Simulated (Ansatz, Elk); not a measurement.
## Bonding as seen by X-rays: AsSF

Structure refinements treat a crystal as free atoms side by side. For a made-up structure of AsSF (cell and positions from a r2SCAN relaxation) the runs below show what the calculated density changes in F(hkl).

Method: DFT, PBE, all-electron APW+lo, Dirac cores, scalar-relativistic bands, static density, no spin, in Elk 11.2.3 (patched build).

The structure was built from a prototype and need not be the compound's stable phase.

### Step 1. Starting point

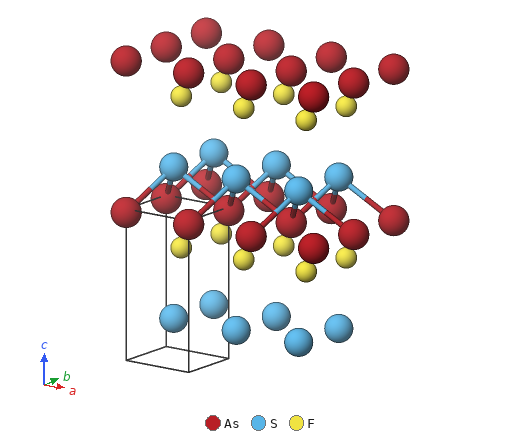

Start, viewed slightly off an axis; arsenic red, sulfur blue, fluorine yellow. 3×2×2 cells are drawn. Bonds to atoms that aren't drawn are left out. Some periodic images of atoms are drawn too.

### Step 2. Ground state and structure factors

An all-electron density is needed, since X-rays see the cores too. Task 0 finds the density and task 195 Fourier-transforms it; tshift is off so that phases refer to the origin typed.

elk.in

```
tasks
  0
  195

xctype
  20

spinpol
  .false.

rgkmax
  7.0

gmaxvr
  14.0

lmaxo
  7

lmaxapw
  8

swidth
  0.002

tshift
  .false.

ramdisk
  .false.

hmaxvr
  5.5

maxscl
  120

epspot
  1e-06

sppath
  './'

avec
  6.62170635453 0.00000000000 -0.00000000000
  -3.31085317726 5.73456591942 0.00000000000
  -0.00000000000 0.00000000000 9.80319418829

atoms
  3
  'As.in'
  1
  -0.0000000000 0.0000000000 -0.0225462888   0.000000 0.000000 0.000000
  'S.in'
  1
  0.3333333333 0.6666666667 0.2431611548   0.000000 0.000000 0.000000
  'F.in'
  1
  0.6666666667 0.3333333333 0.7669851341   0.000000 0.000000 0.000000

ngridk
  7 7 5
```

The run is started by

```sh
$ OMP_NUM_THREADS=4 elk
```

Numbers of over 12 decimals in the logs are rounded to 6 here.

Log:

```text
┌─────────────────────────┐
│ Elk code version 11.2.3 │
└─────────────────────────┘

All units are atomic (Hartree, Bohr, etc.)

┌─────────────────────────────────────────────────┐
│ Ground-state run starting from atomic densities │
└─────────────────────────────────────────────────┘

Lattice vectors :
   6.621706355       0.000000000      -0.000000000
  -3.310853177       5.734565919       0.000000000
  -0.000000000       0.000000000       9.803194188

Reciprocal lattice vectors :
  0.9488770674      0.5478344303       0.000000000
  -0.000000000       1.095668861      -0.000000000
   0.000000000       0.000000000      0.6409324539

Unit cell volume      :    372.2528852
Brillouin zone volume :   0.6663486659

Muffin-tin inner radius fraction :   0.1000000000E-01

Nuclei treated as point charges

Species : 1 (As)
 parameters loaded from : As.in
 name : arsenic
 nuclear charge    :   -33.00000000
 electronic charge :    33.00000000
 atomic mass :    136573.7220
 muffin-tin radius :    2.342331783
 number of radial points in muffin-tin :    993
 inner part over the whole radius :   0.9932639354E-02
 number on inner part of muffin-tin    :    702
 approximate nuclear radius :   0.7712558785E-04
 number of mesh points to nuclear radius :    342
 atomic positions (lattice), magnetic fields (Cartesian) :
  1 :   0.00000000  0.00000000  0.97745371    0.00000000  0.00000000  0.00000000

Species : 2 (S)
 parameters loaded from : S.in
 name : sulphur
 nuclear charge    :   -16.00000000
 electronic charge :    16.00000000
 atomic mass :    58450.91931
 muffin-tin radius :    2.200000000
 number of radial points in muffin-tin :    793
 inner part over the whole radius :   0.9890556315E-02
 number on inner part of muffin-tin    :    554
 approximate nuclear radius :   0.6195814986E-04
 number of mesh points to nuclear radius :    251
 atomic positions (lattice), magnetic fields (Cartesian) :
  1 :   0.33333333  0.66666667  0.24316115    0.00000000  0.00000000  0.00000000

Species : 3 (F)
 parameters loaded from : F.in
 name : fluorine
 nuclear charge    :   -9.000000000
 electronic charge :    9.000000000
 atomic mass :    34631.97045
 muffin-tin radius :    1.951943153
 number of radial points in muffin-tin :    593
 inner part over the whole radius :   0.9775158329E-02
 number on inner part of muffin-tin    :    409
 approximate nuclear radius :   0.5278478738E-04
 number of mesh points to nuclear radius :    175
 atomic positions (lattice), magnetic fields (Cartesian) :
  1 :   0.66666667  0.33333333  0.76698513    0.00000000  0.00000000  0.00000000

Total number of atoms per unit cell :    3
Total muffin-tin volume :    129.5857103
 ratio of muffin-tin to unit cell volume :   0.3481120375

Spin treatment :
 spin-unpolarised

Number of Bravais lattice symmetries :   24
Number of crystal symmetries         :    6
Crystal has no inversion symmetry
Complex Hermitian eigensolver will be used

k-point grid :      7     7     5
k-point offset :    0.000000000       0.000000000       0.000000000
k-point set is reduced with full crystal symmetry group
Total number of k-points :       60

Muffin-tin radius times maximum |G+k| :    7.000000000
 using average radius
Maximum |G+k| for APW functions       :    3.233617333
Maximum (1/2)|G+k|²                   :    5.228140529
Maximum |G| for potential and density :    14.00000000
Constant for pseudocharge density :    8
 order of it for each species :   15  15  15
 order of it for pair densities of each species (exact exchange by exxq0 0: 16) :   11  10   7
Radial integration step length :    1

G-vector grid sizes :     30    30    45
Number of G-vectors :    17269

Maximum angular momentum used for
 APW functions            :    8
 outer part of muffin-tin :    7
 inner part of muffin-tin :    2

Total nuclear charge    :   -58.00000000
Total core charge       :    30.00000000
Total valence charge    :    28.00000000
Total excess charge     :    0.000000000
Total electronic charge :    58.00000000

[...]
correlation                 :     -2.562175
 electron entropic           :    -0.84359198582262E-11
 total energy                :     -2760.7109559191

Density of states at Fermi energy :   0.9819038751E-07
 (states/Hartree/unit cell)

Estimated indirect band gap :   0.7973172958E-01
 from k-point 43 to k-point 25
Estimated direct band gap   :   0.8413280955E-01
 at k-point 25

Charges :
 core                        :    30.00000000
 valence                     :    28.00000000
 interstitial                :    3.502210213
 muffin-tins (core leakage)
  species : 1 (As)
   atom 1                    :    30.77116458     (  0.2022981968E-03)
  species : 2 (S)
   atom 1                    :    14.55010664     (  0.6876486610E-04)
  species : 3 (F)
   atom 1                    :    9.176518572     ( -0.2934725285E-06)
 total in muffin-tins        :    54.49778979
 total calculated charge     :    58.00038679
 total charge                :    58.00000000
 error                       :   0.3867890648E-03

RMS change in Kohn-Sham potential (target) :   0.7538925487     (  0.1000000000E-05)
Absolute change in total energy (target)   :   0.1775570895     (  0.1000000000E-03)

[... loops 3 to 14 left out ...]

┌──────────────────┐
│ Loop number : 15 │
└──────────────────┘

Energies :
 Fermi                       :     0.130944
 sum of occupied eigenvalues :     -1582.3980322168
 electron kinetic            :      2812.7107057347
 core electron kinetic       :      2592.2710782470
 Coulomb                     :     -5453.0572981294
 Coulomb potential           :     -4239.5326478364
 nuclear-nuclear             :     -329.17069999468
 electron-nuclear            :     -6015.2206041538
 Hartree                     :      891.33400601913
 Madelung                    :     -3333.2909742112
 xc potential                :     -155.57609011522
 exchange                    :     -117.28374268232
 correlation                 :     -2.563797
 electron entropic           :    -0.32721416105997E-09
 total energy                :     -2760.1941321750

Density of states at Fermi energy :   0.4686451590E-05
 (states/Hartree/unit cell)

Estimated indirect band gap :   0.6389329944E-01
 from k-point 43 to k-point 25
Estimated direct band gap   :   0.6807881932E-01
 at k-point 25

Charges :
 core                        :    30.00000000
 valence                     :    28.00000000
 interstitial                :    3.586258115
 muffin-tins (core leakage)
  species : 1 (As)
[...]
species : 2 (S)
[...]
species : 3 (F)
[...]
total in muffin-tins        :    54.41374188
 total calculated charge     :    58.00045374
 total charge                :    58.00000000
 error                       :   0.4537361958E-03

RMS change in Kohn-Sham potential (target) :   0.6220188430E-06 (  0.1000000000E-05)
Absolute change in total energy (target)   :   0.5599800124E-04 (  0.1000000000E-03)

Convergence targets achieved

┌──────────────────┐
│ Loop number : 16 │
└──────────────────┘

Energies :
 Fermi                       :     0.130944
 sum of occupied eigenvalues :     -1582.3980298591
 electron kinetic            :      2812.7107067816
 core electron kinetic       :      2592.2710795906
 Coulomb                     :     -5453.0572979060
 Coulomb potential           :     -4239.5326490839
 nuclear-nuclear             :     -329.17069999468
 electron-nuclear            :     -6015.2206023921
 Hartree                     :      891.33400448079
 Madelung                    :     -3333.2909733641
 xc potential                :     -155.57608755679
 exchange                    :     -117.28374259326
 correlation                 :     -2.563797
 electron entropic           :    -0.32721914409343E-09
 total energy                :     -2760.1941308207

Density of states at Fermi energy :   0.4686527554E-05
 (states/Hartree/unit cell)

Estimated indirect band gap :   0.6389323273E-01
 from k-point 26 to k-point 37
Estimated direct band gap   :   0.6807875284E-01
 at k-point 37

Charges :
 core                        :    30.00000000
 valence                     :    28.00000000
 interstitial                :    3.586258227
 muffin-tins (core leakage)
  species : 1 (As)
   atom 1                    :    31.04532238     (  0.1967479090E-03)
  species : 2 (S)
   atom 1                    :    14.47597074     (  0.6939953705E-04)
  species : 3 (F)
   atom 1                    :    8.892448655     ( -0.2934701535E-06)
 total in muffin-tins        :    54.41374177
 total calculated charge     :    58.00045374
 total charge                :    58.00000000
 error                       :   0.4537364327E-03

┌──────────────────────────────┐
│ Self-consistent loop stopped │
└──────────────────────────────┘

Warning : core states of species 1 leak from the muffin-tin :   0.1967479090E-03

Wrote STATE.OUT
```

Run time: 12 s. Hardware: 4 threads of Intel Xeon 6975P-C (Granite Rapids), shared host; peak memory 0.16 GiB.

SFACRHO.OUT:

```text

h k l indices transformed by vhmat matrix:
   1.000000000       0.000000000       0.000000000    
   0.000000000       1.000000000       0.000000000    
   0.000000000       0.000000000       1.000000000    

      h      k      l  multipl.   |H|            Re(F)            Im(F)           |F|

      0      0      0      1   0.0000000       58.000001      0.14732121E-15   58.000001    
      0      0      1      1  0.64093245       31.702532       1.6004263       31.742903    
      0      0     -1      1  0.64093245       31.702532      -1.6004263       31.742903    
      1     -1      0      3   1.0956689       17.764257      -4.1431680       18.241016    
      0     -1      0      3   1.0956689       17.764257       4.1431680       18.241016    
      1     -1     -1      3   1.2693639       9.7128548       6.1764877       11.510367    
     -1      0      1      3   1.2693639       41.673908      -5.8155491       42.077728    
     -1      1      1      3   1.2693639       9.7128548      -6.1764877       11.510367    
      1      0     -1      3   1.2693639       41.673908       5.8155491       42.077728    
      0      0     -2      1   1.2818649       7.3202628       7.8040088       10.699944    
      0      0      2      1   1.2818649       7.3202628      -7.8040088       10.699944    
      1      0      2      3   1.6863179       29.191598      -10.159451       30.908960    
      0      1     -2      3   1.6863179       29.191598       10.159451       30.908960    
      1     -1      2      3   1.6863179       32.876420      -3.1145667       33.023620    
      1      0     -2      3   1.6863179       32.876420       3.1145667       33.023620    
      1     -2      0      6   1.8977541       37.751442     -0.25740027E-08   37.751442    
      0      0     -3      1   1.9227974       18.085234       13.605499       22.631511    
      0      0      3      1   1.9227974       18.085234      -13.605499       22.631511
```

Elk indexes on the primitive cell of elk.in and gives |H| = 4π sin θ/λ in inverse bohr. Below, one row stands for each form hkl of the conventional cell (m members, Friedel mates merged), F is for one primitive cell and the density is static (no thermal factor). Free-atom factors are Waasmaier and Kirfel's, and R is Σm||F|−|F'||/Σm|F|.

```csv
hkl,m,sin θ/λ (Å⁻¹),"abs F, DFT",neutral atoms,diff.,abs of complex diff.
001,2,0.096,31.743,31.875,-0.132,0.138
100,6,0.165,18.241,18.422,-0.180,0.182
101,6,0.191,11.510,11.753,-0.242,0.261
011,6,0.191,42.078,41.853,+0.224,0.225
002,2,0.193,10.700,10.892,-0.192,0.208
102,6,0.254,30.909,30.972,-0.063,0.065
012,6,0.254,33.024,32.971,+0.052,0.129
110,6,0.285,37.751,37.758,-0.007,0.007
003,2,0.289,22.631,22.783,-0.152,0.152
111,12,0.301,23.330,23.409,-0.079,0.123
200,6,0.330,15.447,15.577,-0.130,0.163
103,6,0.333,32.735,32.857,-0.122,0.129
013,6,0.333,12.255,12.234,+0.020,0.089
021,6,0.343,11.024,10.904,+0.120,0.174
201,6,0.343,32.160,32.276,-0.116,0.116
112,12,0.344,9.983,9.933,+0.050,0.110
022,6,0.382,25.852,25.737,+0.115,0.115
202,6,0.382,26.654,26.776,-0.122,0.127
004,2,0.386,30.194,30.329,-0.135,0.137
113,12,0.406,19.910,19.883,+0.028,0.038
014,6,0.419,16.378,16.405,-0.026,0.047
104,6,0.419,14.698,14.751,-0.053,0.069
```

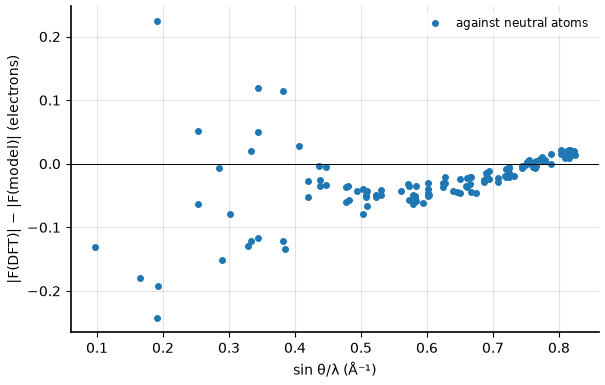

Difference between the calculated structure factors and the independent-atom ones.

### Step 3. The highest occupied states alone

An energy window below the Fermi level keeps the highest occupied states, to see at which angles they scatter; shallow core shells can lie inside it and anion s states outside. No new self-consistency is needed.

Changes to elk.in since step 2:

```diff
@@ -1,3 +1,2 @@
 tasks
-  0
   195
@@ -40,2 +39,5 @@
 
+wsfac
+  -0.310050 0.430940
+
 sppath
```

The run is started by

```sh
$ OMP_NUM_THREADS=4 elk
```

Log:

```text
┌─────────────────────────────────┐
│ Elk code version 11.2.3 started │
└─────────────────────────────────┘

Info(readinput): the functional depends on the density's gradient
 muffin-tin radial points multiplied by    2.00000
 (not where nrmtscf is given)

┌────────────────────┐
│ Current task : 195 │
└────────────────────┘
Info(checkmt): changed muffin-tin radius of species 1 (As) from   2.4000 to   2.3423
Info(checkmt): changed muffin-tin radius of species 3 (F) from   2.0000 to   1.9519

Info(sfacrho): density structure factors written to SFACRHO.OUT

 Energy window :  -0.3100500000      0.4309400000

┌──────────────────┐
│ Elk code stopped │
└──────────────────┘
```

Wall time 2.6 s (4 threads); peak memory 0.16 GiB.

States within 12 eV below the Fermi level hold 14.00 electrons; any levels below the window count with the cores. Their amplitudes can exceed the total, where window and core parts have opposite phase:

```
hkl  sin θ/λ (Å⁻¹)  abs F, window  abs F, all
001          0.096          3.480      31.743
100          0.165          2.435      18.241
101          0.191          3.774      11.510
011          0.191          5.233      42.078
002          0.193          4.349      10.700
102          0.254          2.491      30.909
012          0.254          2.816      33.024
110          0.285          2.693      37.751
003          0.289          2.088      22.631
111          0.301          2.132      23.330
```

[end of part 1 of 2]

[Logs are printed without paths, hosts, clocks, repeated set-up lines and the standing remarks that a program may print on its own settings, such as how far it seeks lower states.]

[Hosts, paths, dates, database ids (printed as entryN), source tags and the programs' standing remarks are cut or masked in the printed files.]
